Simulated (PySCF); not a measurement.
# CH4B3Cl3: the cost of one run

Programs: PySCF 2.14.0, with density-fitted response routines of our own. Each step states its level of theory. These are calculated values for one molecule in the gas phase, unless marked as measured. Atoms are numbered from 0 throughout.

## 1. Starting geometry

11 atoms, charge 0, multiplicity 1; geometry from: GFN2-xTB. The atoms were then displaced at random by about 0.01 Å, so the start is not that level's minimum.

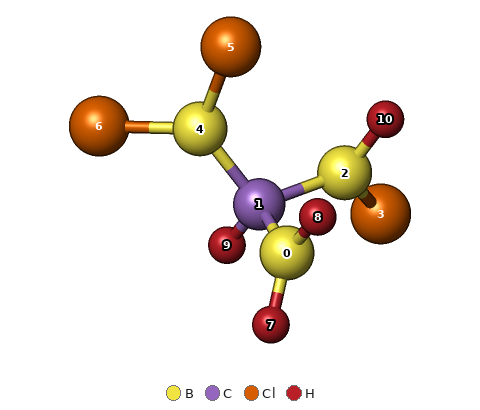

The starting geometry (boron yellow, carbon purple, chlorine orange, hydrogen red), atoms numbered; sticks join atoms by distance.

## 2. Geometry optimisation at PBE0-D3(BJ)/def2-SVP

What the job is given:

```
{"job": {"xc": "PBE0", "basis": "def2-SVP", "d3": "d3bj", "grid": 1, "shake": 0.01, "kind": "geom"}, "charge": 0, "multiplicity": 1}
B     -1.003980    -0.968330    -0.554480
C     -0.015720     0.248200    -0.366270
B      1.381550    -0.440780    -0.143010
Cl     2.616050    -0.295060    -1.333010
B     -0.442730     1.105480     0.883730
Cl    -0.500560     0.477500     2.483100
Cl    -0.866890     2.760360     0.667980
H     -1.566240    -1.050030    -1.582300
H     -1.209330    -1.699490     0.325280
H      0.008350     0.884370    -1.242380
H      1.637600    -1.048060     0.845700
```

Command:

```console
OMP_NUM_THREADS=1 python probes_run.py task.json out
```

The driver reads the jobs from task.json and runs them one after another.

**Question.** How long does this first job take on 1 thread of Arm Neoverse N1, shared host, and how much memory does it need?

About 1.7 min, with a peak of 0.52 GiB.
